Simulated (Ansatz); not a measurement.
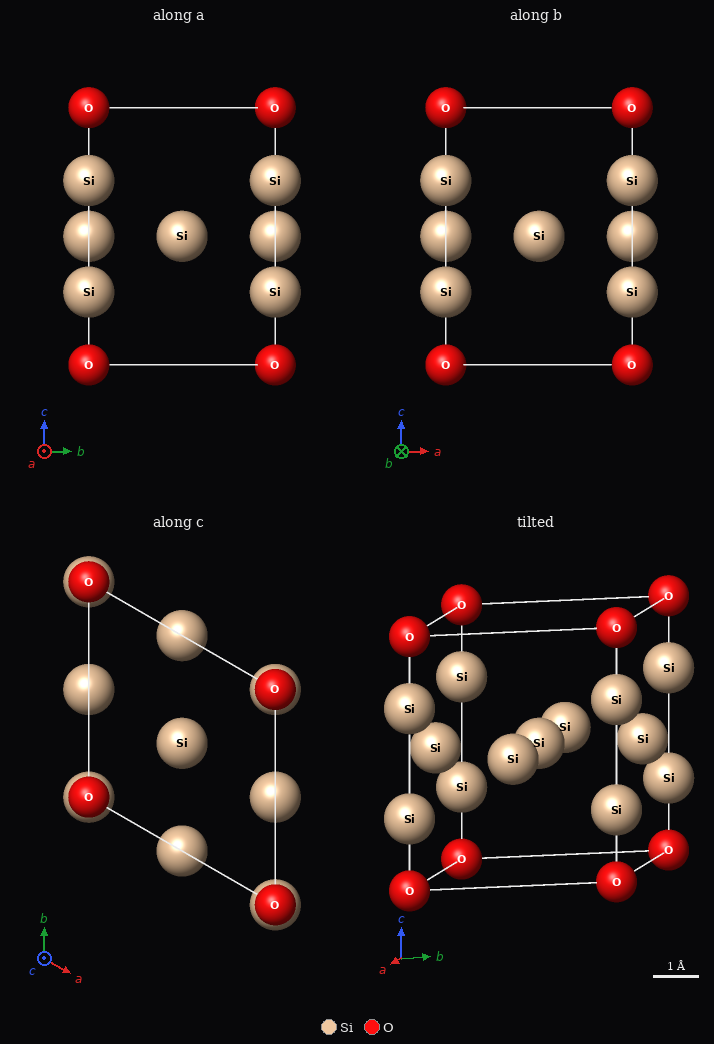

Figure: spheres-only view along the a axis, along the b axis, along the c axis and slightly off an axis. The conventional unit cell is drawn as a box.

Lattice parameters: a = 4.8753 Å, b = 4.8753 Å, c = 5.8243 Å, α = 90.000°, β = 90.000°, γ = 120.000°.

**Write down what is shown as a CIF with its space group and independent sites, with free fractional coordinates to two decimals.**

```cif
data_structure
_symmetry_space_group_name_H-M 'P 6/m m m'
_symmetry_Int_Tables_number 191
_cell_length_a 4.8753
_cell_length_b 4.8753
_cell_length_c 5.8243
_cell_angle_alpha 90.000
_cell_angle_beta 90.000
_cell_angle_gamma 120.000
_cell_volume 119.89
loop_
_atom_site_label
_atom_site_type_symbol
_atom_site_symmetry_multiplicity
_atom_site_Wyckoff_symbol
_atom_site_fract_x
_atom_site_fract_y
_atom_site_fract_z
_atom_site_occupancy
Si1 Si 2 e 0.00 0.00 0.28 1
Si2 Si 3 g 0.50 0.00 0.50 1
O1 O 1 a 0.00 0.00 0.00 1
```

The cell started as a random cell made by a generator, so it need not be a real form of the compound. Earlier steps of the study, as a rule a relaxation of our own, may have changed the cell and positions, so they can lie some per cent off the listed ones. Ansatz was used for an electronic-structure calculation on it.
